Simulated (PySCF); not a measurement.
## What a change does: NMR shielding calculation on C2H3F3

System: C2H3F3 (Ethane, 1,1,2-trifluoro).
Method of run A: GIAO KT2/pcSseg-1 NMR shielding, non-relativistic, gas phase (PySCF 2.14.0).

The geometry comes from this level: GFN2-xTB. Text and figures count atoms from 1; the logs count them from 0 in places.

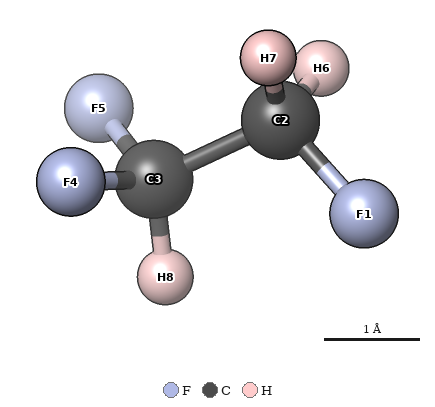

The structure as given in the input (ball-and-stick view, seen at a tilt; atoms are numbered from 1 in the order of the input).

**Input, run A**
```
{"job": {"kind": "nmr", "xc": "KT2", "basis": "pcSseg-1", "pop": false}, "charge": 0, "multiplicity": 1}
F      1.553150    -0.607336    -0.658471
C      0.756624     0.182410     0.118656
C     -0.713390    -0.143568    -0.148417
F     -1.194100    -1.027512     0.752182
F     -1.465262     0.973519    -0.020034
H      0.955601     1.224356    -0.150907
H      1.012973    -0.007268     1.165354
H     -0.869366    -0.556950    -1.156624
```

The first line tells a small driver script what to run in PySCF; the rest is the geometry in Å.

Command:
```bash
OMP_NUM_THREADS=1 python <driver script> task.json out
```

Hardware: 1 CPU thread, shared host.

**Output (run A)**
```
coarse grid: 7296 points
cycle   1  E = -382.4036488391  dE =  6.019e-01  |g| = 9.883e-01  |ddm| = 2.266e+00
cycle   2  E = -382.0251585688  dE =  3.785e-01  |g| = 1.853e+00  |ddm| = 1.624e+00
cycle   3  E = -382.5438090871  dE = -5.187e-01  |g| = 1.032e-01  |ddm| = 1.150e+00
cycle   4  E = -382.5457630213  dE = -1.954e-03  |g| = 5.274e-02  |ddm| = 1.066e-01
cycle   5  E = -382.5463175201  dE = -5.545e-04  |g| = 1.543e-02  |ddm| = 3.841e-02
cycle   6  E = -382.5463515621  dE = -3.404e-05  |g| = 5.235e-03  |ddm| = 1.092e-02
cycle   7  E = -382.5463558981  dE = -4.336e-06  |g| = 8.519e-04  |ddm| = 3.586e-03
final grid: 73344 points
cycle   8  E = -382.6796860588  dE = -9.760e-05  |g| = 4.077e-02  |ddm| = 4.031e-02
cycle   9  E = -382.6790856795  dE =  6.004e-04  |g| = 7.428e-02  |ddm| = 5.717e-02
cycle  10  E = -382.6799300321  dE = -8.444e-04  |g| = 1.540e-03  |ddm| = 3.827e-02
cycle  11  E = -382.6799304519  dE = -4.198e-07  |g| = 5.893e-04  |ddm| = 1.204e-03
cycle  12  E = -382.6799305002  dE = -4.829e-08  |g| = 1.730e-04  |ddm| = 4.078e-04
cycle  13  E = -382.6799305051  dE = -4.883e-09  |g| = 3.468e-05  |ddm| = 1.350e-04
cycle  14  E = -382.6799305053  dE = -2.185e-10  |g| = 1.227e-05  |ddm| = 2.930e-05
converged SCF energy = -382.6799305053

GIAO shielding tensors (ppm)
atom      isotropic    diamagn.    paramagn.     s11        s22        s33       span
  0 F      418.772     471.587     -52.815    379.789    406.291    470.236     90.447
  1 C       96.038     245.095    -149.057     72.033     80.223    135.858     63.825
  2 C       61.392     240.476    -179.084     47.141     65.645     71.392     24.251
  3 F      289.056     473.330    -184.275    198.650    320.620    347.898    149.248
  4 F      297.383     473.042    -175.658    185.704    310.388    396.057    210.353
  5 H       26.630      28.554      -1.924     22.915     27.252     29.722      6.807
  6 H       26.572      28.243      -1.671     23.674     26.702     29.340      5.666
  7 H       25.074      27.869      -2.795     23.144     24.717     27.361      4.217
```

The input of run B differs as follows (lines with − go, lines with + come):
```diff
-"xc": "KT2"
+"xc": "PBE0"
-F      1.553150    -0.607336    -0.658471
-C      0.756624     0.182410     0.118656
-C     -0.713390    -0.143568    -0.148417
-F     -1.194100    -1.027512     0.752182
-F     -1.465262     0.973519    -0.020034
-H      0.955601     1.224356    -0.150907
-H      1.012973    -0.007268     1.165354
-H     -0.869366    -0.556950    -1.156624
+F      1.082765    -3.463280     2.313060
+C      1.744650    -2.282476     2.626308
+C      0.822259    -1.097695     2.275587
+F      1.151836     0.006278     2.866700
+F      0.875622    -0.740985     0.928139
+H      2.671671    -2.210607     1.940519
+H      1.982025    -2.356804     3.646976
+H     -0.257090    -1.443498     2.500983
```

Predict how the results change.

The total energies belong to different methods, so their difference says nothing on which is more stable or more accurate. The HOMO goes from −8.03 to −9.55 eV. The LUMO goes from 0.45 to 1.56 eV. The dipole moment goes from 0.94 to 1.74 D. Of all shieldings, the largest change is that of F4, by +34.6 ppm. The functional changes from KT2 to PBE0. The SCF takes 12 iterations against 14.

**Output (run B)**
```
coarse grid: 7296 points
cycle   1  E = -376.9685929969  dE =  5.506e-01  |g| = 7.801e-01  |ddm| = 2.242e+00
cycle   2  E = -376.8511714522  dE =  1.174e-01  |g| = 1.191e+00  |ddm| = 9.572e-01
cycle   3  E = -377.0660238490  dE = -2.149e-01  |g| = 5.310e-02  |ddm| = 5.985e-01
cycle   4  E = -377.0662968892  dE = -2.730e-04  |g| = 3.582e-02  |ddm| = 4.381e-02
cycle   5  E = -377.0664858784  dE = -1.890e-04  |g| = 6.054e-03  |ddm| = 2.047e-02
cycle   6  E = -377.0664907436  dE = -4.865e-06  |g| = 1.773e-03  |ddm| = 3.962e-03
final grid: 73344 points
cycle   7  E = -377.1150575295  dE = -3.064e-05  |g| = 6.061e-03  |ddm| = 1.403e-02
cycle   8  E = -377.1150509755  dE =  6.554e-06  |g| = 9.051e-03  |ddm| = 8.209e-03
cycle   9  E = -377.1150643502  dE = -1.337e-05  |g| = 5.324e-04  |ddm| = 4.441e-03
cycle  10  E = -377.1150644012  dE = -5.094e-08  |g| = 1.767e-04  |ddm| = 5.141e-04
cycle  11  E = -377.1150644064  dE = -5.205e-09  |g| = 4.969e-05  |ddm| = 1.175e-04
cycle  12  E = -377.1150644067  dE = -3.064e-10  |g| = 1.773e-05  |ddm| = 3.233e-05
converged SCF energy = -377.1150644067

GIAO shielding tensors (ppm)
atom      isotropic    diamagn.    paramagn.     s11        s22        s33       span
  0 F      422.766     471.177     -48.411    380.425    417.781    470.091     89.666
  1 C       95.556     244.041    -148.485     69.110     80.394    137.165     68.054
  2 C       61.339     234.395    -173.056     46.827     60.939     76.251     29.423
  3 F      323.701     471.257    -147.556    244.852    299.666    426.585    181.733
  4 F      283.199     480.743    -197.545    170.758    316.018    362.819    192.061
  5 H       25.655      25.767      -0.112     22.546     25.777     28.642      6.096
  6 H       27.354      25.760       1.594     23.656     27.484     30.923      7.267
  7 H       24.433      27.337      -2.904     22.795     23.244     27.262      4.467
```

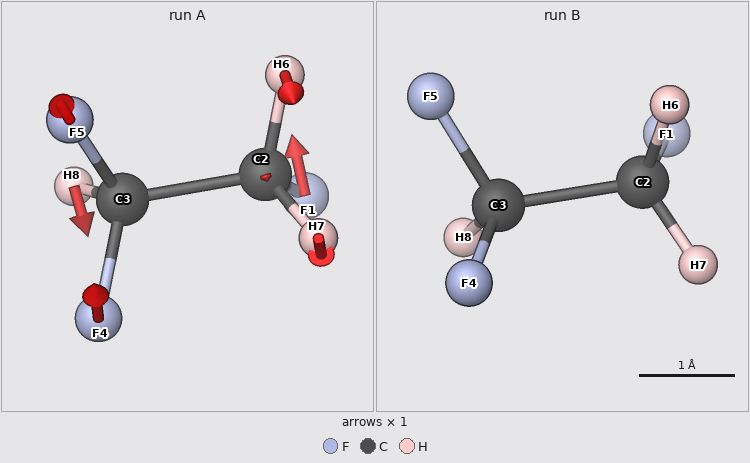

The two input geometries at one scale (ball-and-stick view, seen at a tilt). The red arrows on the first give the shifts of the atoms after the best rigid fit, at true length. The atom that moves furthest after the best rigid fit is F1 (0.67 Å). Largest moves by element: F 0.67 Å, H 0.65 Å, C 0.08 Å. Among the contacts that change: C2–H6 1.094 → 1.155 Å, C3–F4 1.350 → 1.295 Å, C3–H8 1.101 → 1.156 Å, C2–H7 1.094 → 1.051 Å.

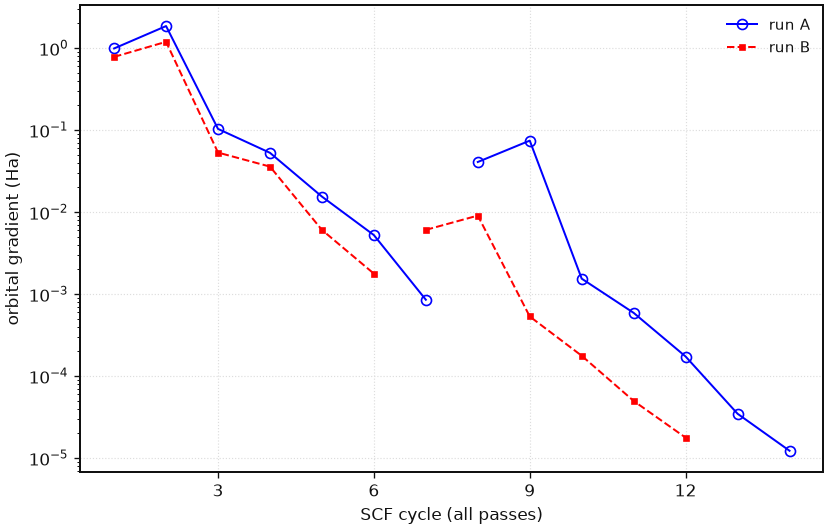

Convergence of the two runs: orbital gradient against the SCF cycle. A break in a curve parts two SCF passes (coarse and final grid). Run A takes 14 cycles in all, and run B takes 12.

**The two runs side by side**

| quantity | run A | run B |
| --- | --- | --- |
| outcome | converged | converged |
| total energy (hartree) | −382.679931 | −377.115064 |
| HOMO (eV) | −8.03 | −9.55 |
| LUMO (eV) | 0.45 | 1.56 |
| dipole moment (D) | 0.94 | 1.74 |
| shielding of F1 (ppm) | 418.8 | 422.8 |
| shielding of C2 (ppm) | 96.0 | 95.6 |
| shielding of F4 (ppm) | 289.1 | 323.7 |
| shielding of F5 (ppm) | 297.4 | 283.2 |
| shielding of H6 (ppm) | 26.6 | 25.7 |
| shielding of H7 (ppm) | 26.6 | 27.4 |
| shielding of H8 (ppm) | 25.1 | 24.4 |
| SCF iterations | 14 | 12 |
| basis functions | 100 | 100 |
| wall time (shared host) | 5.6 s | 3.2 s |
